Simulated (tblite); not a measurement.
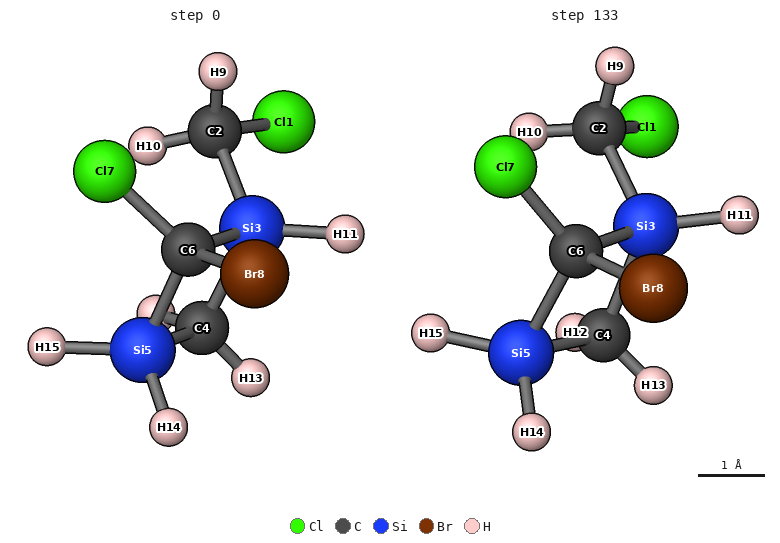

The structure of C3H7BrCl2Si2 before (left) and after (right) a relaxation, at one scale.

The picture is a ball-and-stick view, seen from a free direction.

Level of theory: GFN2-xTB geometry optimisation, gas phase in tblite. 

Question: Describe what moved and what it gained.

Answer: H12 moves most after the best rigid fit: 0.54 Å. Largest moves by element: H 0.54 Å, Cl 0.45 Å, Br 0.28 Å, C 0.22 Å, Si 0.20 Å. Near-neighbour distances that change, for instance: Si5–C6 1.844 → 1.950 Å, Si3–C6 1.867 → 1.945 Å, C4–Si5 1.847 → 1.922 Å, C6–Br8 1.917 → 1.982 Å. Bond angles that change, for instance: Si3–C2–H10 106.2° → 113.2°, Si3–C6–Br8 116.2° → 109.4°, Si5–C6–Cl7 110.4° → 117.1°. Over 133 geometry steps the energy falls by 50.0 kJ/mol.
